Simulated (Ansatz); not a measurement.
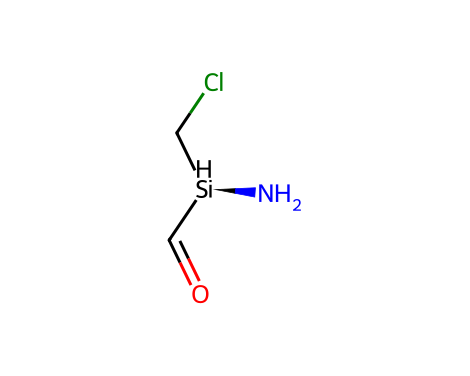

Structural formula above. The geometry was computed by an optimisation with PBE-D4/def2-SVP. No frequency run is at hand to confirm it as a minimum.

Describe the 3D structure.

It has 12 atoms: 2 carbon, 6 hydrogen, 1 chlorine, 1 nitrogen, 1 oxygen and 1 silicon (C₂H₆ClNOSi). Its SMILES string is `N[Si@@H](C=O)CCl`. It has no ring. Among its groups: C–Cl bond, Si–H bond, Si–N bond. The point group is C1. Coordination, clear cases only: 1 Si tetrahedral; 1 C trigonal planar; 1 C tetrahedral.

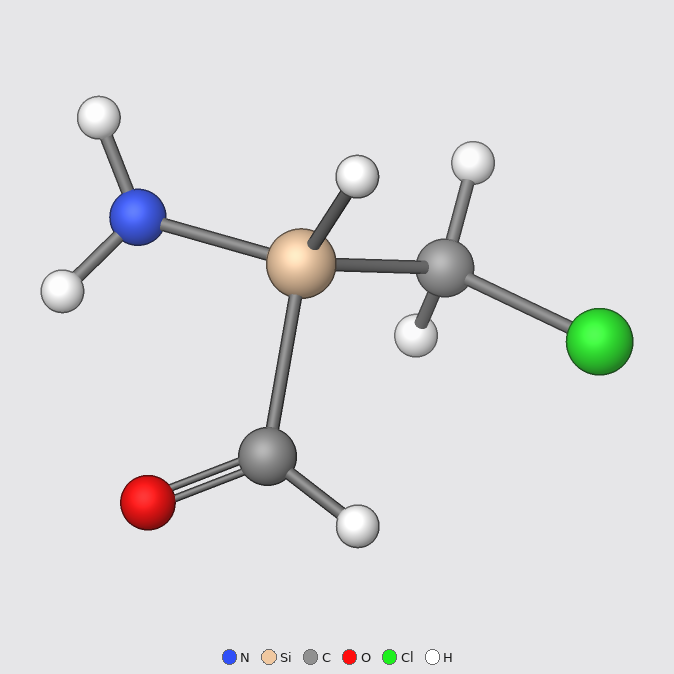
